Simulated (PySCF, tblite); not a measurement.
# C7H5N: dynamics, then NMR shifts on frames

Aim: move C7H5N (`C=CC#CC(=C)C#N`) away from its starting geometry and see how NMR shifts follow the geometry.

Programs: tblite 0.8.0 and PySCF 2.14.0, with density-fitted response routines of our own. Each step states its level of theory. These are calculated values for one molecule in the gas phase, unless marked as measured. Atoms are numbered from 0 throughout.

## (1) The molecule as given

13 atoms, charge 0, multiplicity 1; geometry from: GFN2-xTB.

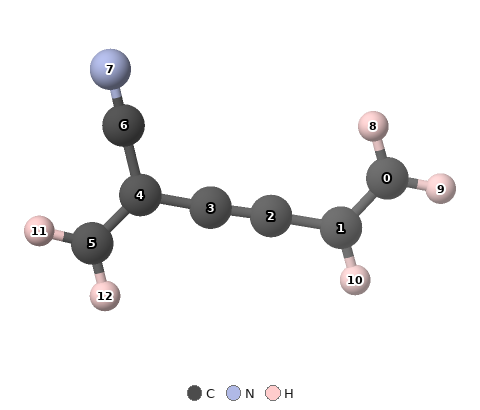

As it starts; carbon dark grey, nitrogen light blue, hydrogen pink, atoms numbered.

## (2) A short Langevin run with GFN2-xTB

The job: settings as JSON, then the geometry in Å.

```
{"job": {"kind": "md", "xc": "GFN2-xTB", "basis": "xTB", "temperature": 300, "steps": 2000, "every": 50, "frames": 5}, "charge": 0, "multiplicity": 1}
C      3.024817     0.627532    -0.704140
C      2.243350    -0.372448    -0.305374
C      0.845594    -0.260064    -0.211891
C     -0.357590    -0.194217    -0.122913
C     -1.762002    -0.066182    -0.038675
C     -2.582895    -1.036263     0.386319
C     -2.268156     1.198030    -0.448996
N     -2.666833     2.218413    -0.783015
H      2.616777     1.586440    -0.977785
H      4.093339     0.514784    -0.768216
H      2.655343    -1.336054    -0.029962
H     -3.648032    -0.886498     0.430178
H     -2.198102    -1.992987     0.695495
```

Method: GFN2-xTB Langevin dynamics, gas phase.

Run with:

```bash
> OMP_NUM_THREADS=1 python probes_run.py task.json out
```

The driver reads the jobs from task.json and runs them one after another.

The log of the run:

```text
t/fs     T/K      E/eV
    0.0   250.0   -552.14438
   25.0   123.2   -551.87665
   50.0   226.8   -551.84642
   75.0   235.4   -551.89888
  100.0   188.9   -551.79192
  125.0   264.2   -551.86703
  150.0   244.3   -551.78242
  175.0   277.0   -551.67726
  200.0   401.8   -551.81799
  225.0   351.2   -551.58429
  250.0   333.0   -551.63595
  275.0   266.2   -551.72182
  300.0   372.4   -551.82318
  325.0   314.3   -551.77206
  350.0   310.7   -551.73529
  375.0   300.2   -551.73863
  400.0   311.3   -551.81426
  425.0   251.0   -551.66494
  450.0   222.6   -551.75744
  475.0   289.6   -551.72443
  500.0   263.4   -551.75460
  525.0   284.3   -551.83568
  550.0   180.1   -551.76892
  575.0   274.6   -551.84290
  600.0   208.8   -551.80554
  625.0   228.4   -551.84824
  650.0   209.1   -551.87555
  675.0   150.0   -551.76487
  700.0   240.7   -551.76813
  725.0   308.1   -551.68195
  750.0   235.9   -551.73483
  775.0   263.1   -551.79792
  800.0   321.1   -551.84297
  825.0   178.0   -551.58245
  850.0   306.9   -551.78506
  875.0   265.0   -551.53786
  900.0   392.1   -551.73867
  925.0   454.7   -551.46837
  950.0   454.2   -551.76039
  975.0   327.2   -551.68633
 1000.0   271.1   -551.59141
```

Run time: 16 s. Hardware: 1 thread of Arm Neoverse N1, shared host.

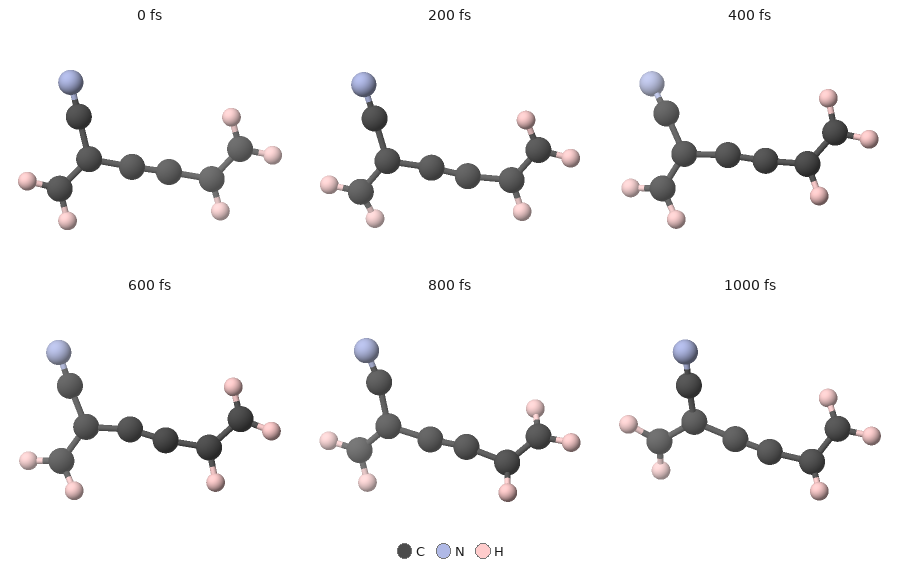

Frames of the run.

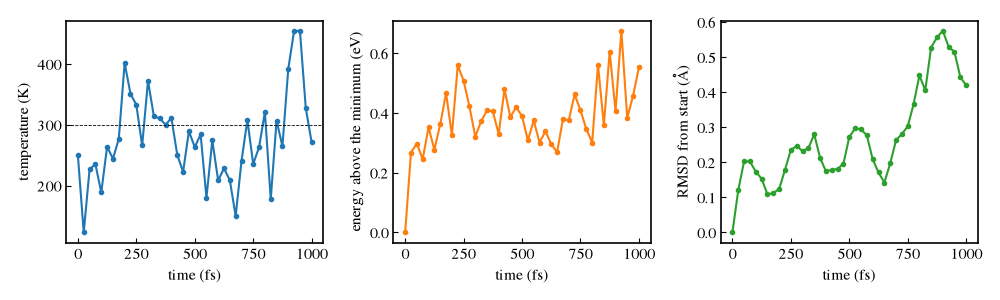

Temperature, potential energy and distance from the start.

Positions (Å) and forces (eV/Å) at 1000 fs:

```xyz
13

C     1.680   -0.119    0.357    1.785   -1.300    0.582
C     0.995   -1.152    0.867   -1.678    2.861   -2.249
C    -0.378   -1.159    0.529    0.468   -0.190    0.287
C    -1.515   -1.040    0.159   -1.331    0.023   -0.617
C    -2.884   -0.778   -0.181    0.301   -3.034    1.040
C    -3.897   -1.679   -0.276   -0.636    0.926   -0.343
C    -3.230    0.534   -0.112   -0.358    2.761   -0.637
N    -3.493    1.645   -0.246   -0.075    0.046    0.314
H     1.267    0.601   -0.313   -0.100    0.158   -0.077
H     2.782   -0.143    0.521   -0.993    0.498   -0.148
H     1.329   -1.839    1.523    1.199   -2.029    1.736
H    -4.957   -1.248   -0.360    1.674   -1.002    0.015
H    -3.708   -2.742   -0.352   -0.257    0.283    0.097
```

## (3) Nuclear shieldings: 250 fs, PBE0/pcSseg-1

The job: settings as JSON, then the geometry in Å.

```
{"job": {"kind": "nmr", "xc": "PBE0", "basis": "pcSseg-1", "pop": false}, "charge": 0, "multiplicity": 1}
C      2.516900     0.964600    -0.284200
C      2.049500    -0.166900     0.209800
C      0.616900    -0.358900     0.124400
C     -0.614800    -0.440400     0.054700
C     -2.004800    -0.448600    -0.137400
C     -2.901700    -1.464400    -0.005600
C     -2.529600     0.782900    -0.587400
N     -3.132900     1.693200    -0.891500
H      1.792700     1.678500    -0.604300
H      3.574300     1.082300    -0.183100
H      2.633700    -1.016000     0.477800
H     -3.941400    -1.075900    -0.177300
H     -2.652200    -2.458200     0.445200
```

Method: GIAO PBE0/pcSseg-1 NMR shielding, non-relativistic, gas phase.

The log of the run:

```text
coarse grid: 11768 points
cycle   1  E = -323.8182369857  dE =  1.251e+00  |g| = 4.714e-01  |ddm| = 3.737e+00
cycle   2  E = -323.6781299390  dE =  1.401e-01  |g| = 9.241e-01  |ddm| = 1.247e+00
cycle   3  E = -323.8683585522  dE = -1.902e-01  |g| = 1.611e-01  |ddm| = 8.576e-01
cycle   4  E = -323.8736380611  dE = -5.280e-03  |g| = 6.977e-02  |ddm| = 1.678e-01
cycle   5  E = -323.8746034628  dE = -9.654e-04  |g| = 3.132e-02  |ddm| = 6.823e-02
cycle   6  E = -323.8748457553  dE = -2.423e-04  |g| = 4.284e-03  |ddm| = 2.883e-02
cycle   7  E = -323.8748502249  dE = -4.470e-06  |g| = 1.467e-03  |ddm| = 5.649e-03
final grid: 116312 points
cycle   8  E = -323.9230644898  dE = -2.311e-05  |g| = 5.859e-03  |ddm| = 7.179e-02
cycle   9  E = -323.9230611079  dE =  3.382e-06  |g| = 6.805e-03  |ddm| = 1.234e-02
cycle  10  E = -323.9230726874  dE = -1.158e-05  |g| = 2.009e-03  |ddm| = 6.724e-03
cycle  11  E = -323.9230737645  dE = -1.077e-06  |g| = 5.057e-04  |ddm| = 1.791e-03
cycle  12  E = -323.9230738211  dE = -5.660e-08  |g| = 1.451e-04  |ddm| = 4.671e-04
cycle  13  E = -323.9230738255  dE = -4.343e-09  |g| = 4.710e-05  |ddm| = 1.274e-04
cycle  14  E = -323.9230738259  dE = -4.189e-10  |g| = 2.219e-05  |ddm| = 5.650e-05
converged SCF energy = -323.9230738259

GIAO shielding tensors (ppm)
atom      isotropic    diamagn.    paramagn.     s11        s22        s33       span
  0 C       43.263     257.169    -213.906    -95.687     61.397    164.079    259.766
  1 C       57.883     264.082    -206.199    -58.535     74.516    157.667    216.202
  2 C       72.095     260.787    -188.692     -1.875      8.271    209.890    211.765
  3 C       97.074     251.725    -154.651     24.832     26.586    239.805    214.974
  4 C       70.711     261.934    -191.223    -41.654     97.476    156.312    197.966
  5 C       31.437     248.593    -217.156   -103.595     49.709    148.197    251.792
  6 C       65.101     258.534    -193.433    -55.576    -42.881    293.762    349.338
  7 N      -40.096     340.889    -380.985   -181.091   -180.300    241.103    422.194
  8 H       24.748      32.975      -8.227     19.961     24.466     29.818      9.857
  9 H       25.311      28.758      -3.446     20.937     25.275     29.721      8.783
 10 H       25.651      31.509      -5.858     23.813     25.515     27.626      3.813
 11 H       24.025      25.220      -1.195     19.574     22.946     29.556      9.982
 12 H       24.087      28.209      -4.122     19.889     24.073     28.298      8.409
```

Run time: 30 s. Hardware: 1 thread of Arm Neoverse N1, shared host; peak memory 0.72 GiB.

The references, computed at this level on geometries of the same kind, shield at (ppm): ¹H TMS 31.72, ¹³C TMS 186.9, ¹⁵N NH3 267.7. Their shielding less the atom's gives the shift. The references are single molecules in the gas phase, so shifts against H2O, NH3, PH3, H3PO4 or CFCl3 are not on the usual liquid scales and can be off by tens of ppm. Each atom is listed at this fixed geometry, with no averaging over motion; a spectrum would average atoms that exchange fast.

```csv
atoms,environment,σ (ppm),δ (ppm)
C5,terminal =CH2 carbon,31.4,155.5
C0,terminal =CH2 carbon,43.3,143.7
C1,alkene CH,57.9,129.0
C6,nitrile carbon,65.1,121.8
C4,fully substituted alkene carbon,70.7,116.2
C2,alkyne carbon,72.1,114.8
C3,alkyne carbon,97.1,89.9
H11,hydrogen on a terminal =CH2 carbon,24.02,7.69
H12,hydrogen on a terminal =CH2 carbon,24.09,7.63
H8,hydrogen on a terminal =CH2 carbon,24.75,6.97
H9,hydrogen on a terminal =CH2 carbon,25.31,6.41
H10,hydrogen on an alkene CH,25.65,6.07
N7,nitrile nitrogen,-40.1,307.8
```

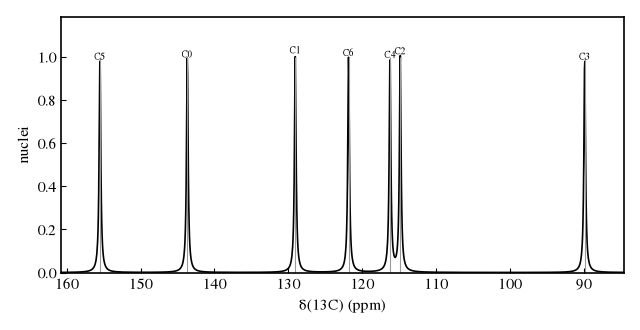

¹³C lines at the computed shifts, without couplings. Lines are broadened to a width of 0.26 ppm (Lorentzian).

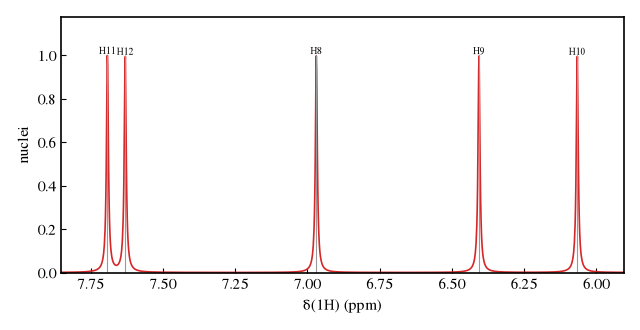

¹H lines at the computed shifts, without couplings. Lines are broadened to a width of 0.01 ppm (Lorentzian).

## (4) Nuclear shieldings: 425 fs, PBE0/pcSseg-1

The job: settings as JSON, then the geometry in Å.

```
{"job": {"kind": "nmr", "xc": "PBE0", "basis": "pcSseg-1", "pop": false}, "charge": 0, "multiplicity": 1}
C      2.317200     0.750600     0.279000
C      1.667400    -0.302700     0.768300
C      0.281700    -0.404400     0.505500
C     -0.918500    -0.476900     0.383300
C     -2.333400    -0.673200     0.096000
C     -2.981300    -1.716000     0.517300
C     -3.059400     0.234600    -0.715300
N     -3.742200     0.820900    -1.415800
H      1.842400     1.387800    -0.341800
H      3.289900     1.092900     0.466700
H      2.126700    -1.007500     1.511600
H     -3.999800    -1.966200     0.350400
H     -2.389600    -2.490800     1.076200
```

Level: GIAO PBE0/pcSseg-1 NMR shielding, non-relativistic, gas phase.

The log of the run:

```text
coarse grid: 11768 points
cycle   1  E = -323.8117596508  dE =  1.346e+00  |g| = 5.013e-01  |ddm| = 3.735e+00
cycle   2  E = -323.6600753034  dE =  1.517e-01  |g| = 9.703e-01  |ddm| = 1.352e+00
cycle   3  E = -323.8666279081  dE = -2.066e-01  |g| = 1.768e-01  |ddm| = 9.281e-01
cycle   4  E = -323.8734915271  dE = -6.864e-03  |g| = 5.791e-02  |ddm| = 1.777e-01
cycle   5  E = -323.8740784425  dE = -5.869e-04  |g| = 3.154e-02  |ddm| = 6.217e-02
cycle   6  E = -323.8743204197  dE = -2.420e-04  |g| = 5.529e-03  |ddm| = 2.819e-02
cycle   7  E = -323.8743272721  dE = -6.852e-06  |g| = 1.948e-03  |ddm| = 6.523e-03
final grid: 116312 points
cycle   8  E = -323.9232402841  dE = -2.291e-05  |g| = 6.731e-03  |ddm| = 5.591e-02
cycle   9  E = -323.9232294514  dE =  1.083e-05  |g| = 9.283e-03  |ddm| = 1.273e-02
cycle  10  E = -323.9232504185  dE = -2.097e-05  |g| = 2.310e-03  |ddm| = 8.505e-03
cycle  11  E = -323.9232517722  dE = -1.354e-06  |g| = 6.002e-04  |ddm| = 2.174e-03
cycle  12  E = -323.9232518566  dE = -8.435e-08  |g| = 1.490e-04  |ddm| = 5.953e-04
cycle  13  E = -323.9232518607  dE = -4.100e-09  |g| = 6.289e-05  |ddm| = 1.325e-04
cycle  14  E = -323.9232518614  dE = -7.748e-10  |g| = 2.453e-05  |ddm| = 6.566e-05
converged SCF energy = -323.9232518614

GIAO shielding tensors (ppm)
atom      isotropic    diamagn.    paramagn.     s11        s22        s33       span
  0 C       46.876     256.149    -209.273    -76.344     42.134    174.838    251.181
  1 C       63.502     259.758    -196.256    -48.163     76.947    161.722    209.885
  2 C       88.898     258.861    -169.963      7.558     12.917    246.218    238.660
  3 C       92.722     254.297    -161.576     22.020     30.550    225.595    203.575
  4 C       78.897     259.017    -180.120    -21.888    103.556    155.022    176.911
  5 C       39.452     247.053    -207.601    -82.639     45.626    155.368    238.008
  6 C       67.142     257.520    -190.377    -51.628    -41.792    294.847    346.475
  7 N      -43.907     340.525    -384.432   -194.352   -184.726    247.357    441.709
  8 H       26.668      35.805      -9.137     21.904     26.620     31.481      9.577
  9 H       26.018      30.090      -4.072     23.238     26.410     28.407      5.169
 10 H       24.804      28.542      -3.738     22.245     25.807     26.361      4.116
 11 H       25.195      26.779      -1.584     21.577     25.226     28.783      7.206
 12 H       24.945      28.260      -3.314     21.932     23.439     29.464      7.532
```

Wall time 30 s (1 thread of Arm Neoverse N1, shared host); peak memory 0.74 GiB.

In short: δ C5 147.5, C0 140.0, C1 123.4, C6 119.8, H10 6.91, H12 6.77 ppm.

(Part 1 of 2 ends here.)
